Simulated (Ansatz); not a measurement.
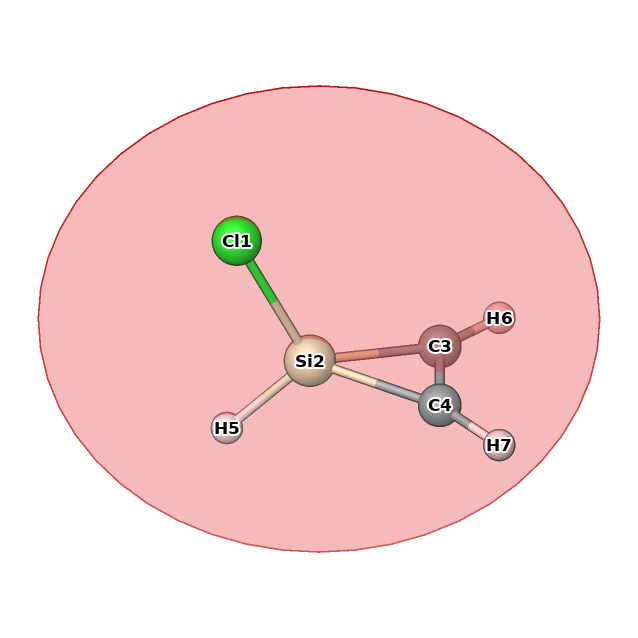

A disc through the centre of mass is drawn in. Distant atoms are faded towards the background colour. The computed structure is the end point of a PBE-D4/def2-SVP optimisation. No frequency run is at hand to confirm it as a minimum.

Is the plane of the disc a mirror plane of the structure?

Yes. The reflection leaves Cl1, Si2, H5 in place and moves C3 ↔ C4; H6 ↔ H7. The point group is Cs.
